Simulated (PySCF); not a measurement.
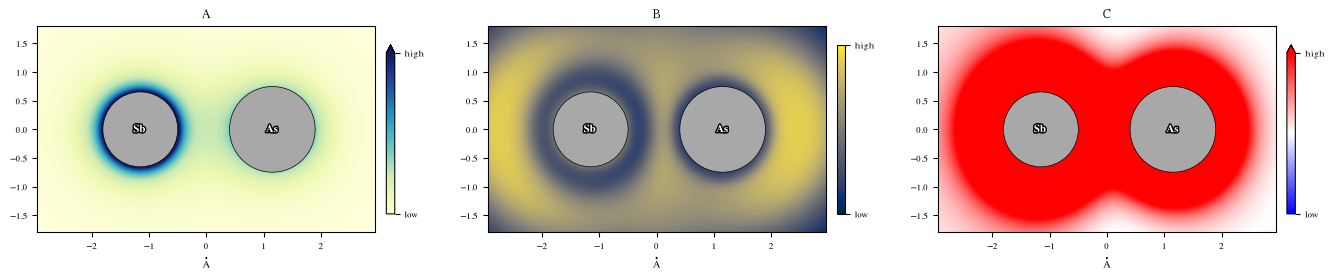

SbAs: 3 fields on a plane that holds the molecular axis, with unlabelled colour scales. Grey discs cover the atomic cores.

Core potentials replace the inner electrons of Sb.

These are results of PBE0/cc-pVDZ(-PP), non-relativistic Hamiltonian with scalar-relativistic core potentials where named, at a bond length of 2.303 Å (PySCF 2.14.0), not measurements.

> The panels show electron density, electron localisation function and electrostatic potential in some order. Assign them.

Panel A: electron density. Panel B: electron localisation function. Panel C: electrostatic potential (strongly positive close to the atoms and fading to about zero outside). From the grid: Sb–As (2.30 Å): the density is about 0.72 e/Å³ at the midpoint; the ELF peaks at about 0.65 in the valence shell of As, 1.0 Å from its nucleus, and drops to about 0.20 between the two atoms.
